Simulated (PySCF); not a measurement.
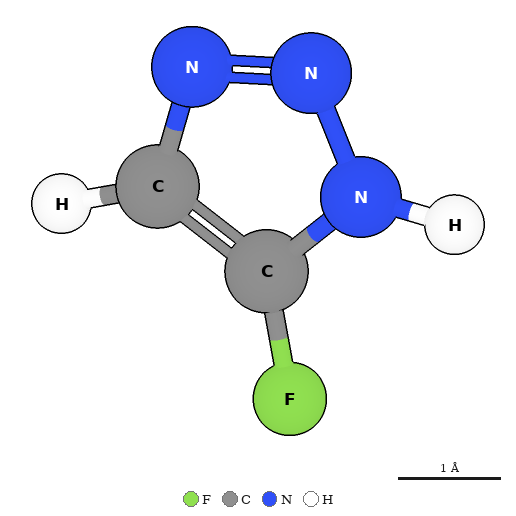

A ball-and-stick model of a molecule. Multiple sticks mark multiple bonds (one Kekulé form).

The geometry was computed by an optimisation with GFN2-xTB. No frequency run is at hand to confirm it as a minimum.

Description:

It has 8 atoms: 2 carbon, 2 hydrogen, 1 fluorine and 3 nitrogen (C2H2FN3). As SMILES it reads `Fc1cnn[nH]1`. Independent rings (smallest set): 1 of 5 members, 1 of them aromatic. Among its groups: C–F bond. The point group is Cs. All atoms lie on one plane. Coordination: 2 C trigonal planar; 2 N bent; 1 N trigonal planar.

More results for the same structure follow; atom numbers are the same in all pictures, views and colours differ.

### Core levels

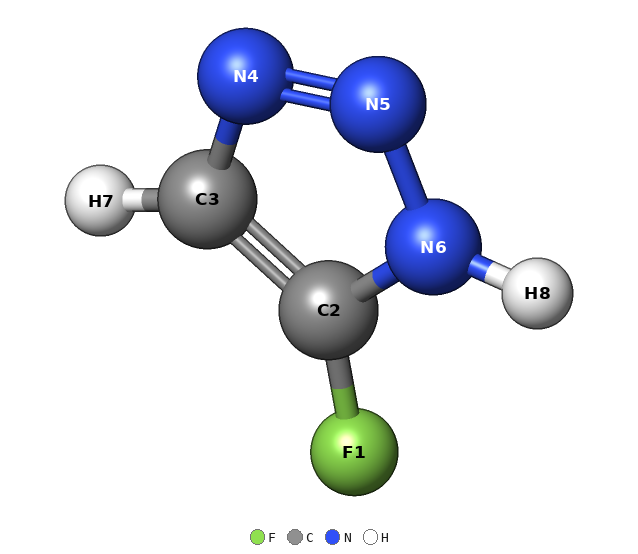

No frequency run is at hand to confirm it as a minimum. Properties computed with delta-SCF UKS SCAN, pcX-2 on the ionised atom, pcseg-1 elsewhere, spin-free X2C (PySCF 2.14.0).

Give the core-electron binding energies (to vacuum) of F1 1s, C2 1s, C3 1s, N4 1s, N5 1s, N6 1s.

```json
{"atom": "F1", "level": "1s", "binding energy (eV)": "694.6"}
{"atom": "C2", "level": "1s", "binding energy (eV)": "294.6"}
{"atom": "C3", "level": "1s", "binding energy (eV)": "291.8"}
{"atom": "N4", "level": "1s", "binding energy (eV)": "406.1"}
{"atom": "N5", "level": "1s", "binding energy (eV)": "406.8"}
{"atom": "N6", "level": "1s", "binding energy (eV)": "408.1"}
```

### Dipole moment

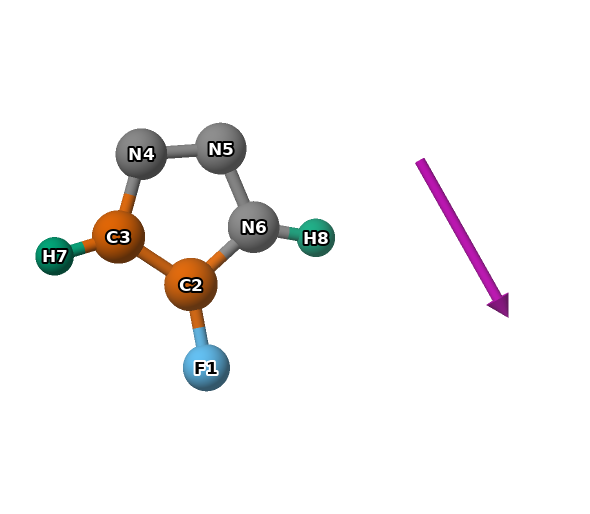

The arrow beside the molecule shows the direction of the dipole moment, from the negative to the positive end (its length means nothing). No frequency run is at hand to confirm it as a minimum. Level of theory: ωB97X-D/def2-SVPD, gas phase (PySCF 2.14.0).

Question: How large is the dipole moment?

Answer: 3.15 D; it points from the side of N4 to the side of F1 (the outermost atoms at the two ends).

### Polarisability

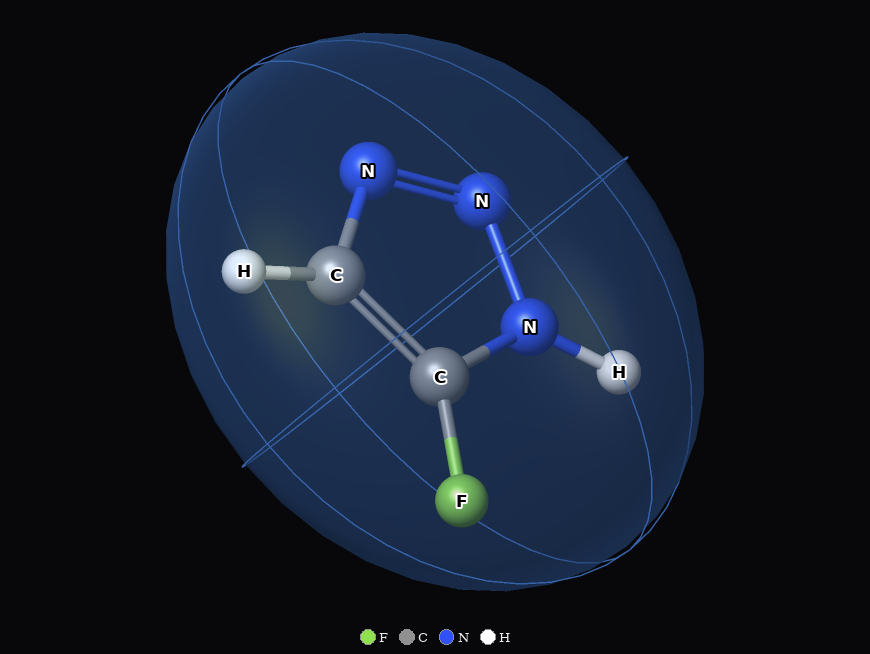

The ellipsoid shows the static dipole polarisability: its half-axes are proportional to the principal values. No frequency run is at hand to confirm it as a minimum. Computed with ωB97X-D/def2-SVPD (PySCF 2.14.0).

Question: Give the principal values, the mean and the anisotropy.

Answer: Principal values 28.5, 48.3, 49.3 bohr³; mean 42.0 bohr³ (6.23 Å³); anisotropy 20.3 bohr³, so the longest axis is 1.73 times the shortest.
